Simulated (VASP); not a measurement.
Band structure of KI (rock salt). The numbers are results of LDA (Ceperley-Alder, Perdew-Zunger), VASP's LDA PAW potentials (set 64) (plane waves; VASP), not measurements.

Unless said otherwise, spin-orbit coupling is left out, though it shifts the bands of the heavy elements here.

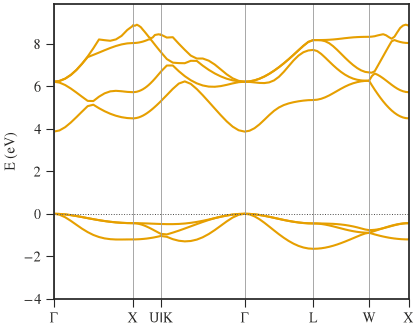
Fig. 1. Bands along high-symmetry lines, zero at the valence-band maximum or, without a gap, the Fermi level

Problem. Read the plot: is there a gap, and where are the band edges?

Solution. The gap is direct, 3.87 eV, from the valence maximum at Γ to the conduction minimum at Γ. (Edges off the drawn lines would not show.)

Measured: gap 6.10 eV (computed value off by -2.23 eV), as given by Aguado et al., (1998), arXiv:cond-mat/9809176.

The compound is KI in the rock salt structure. It was relaxed first, which changed the volume by -10 %.
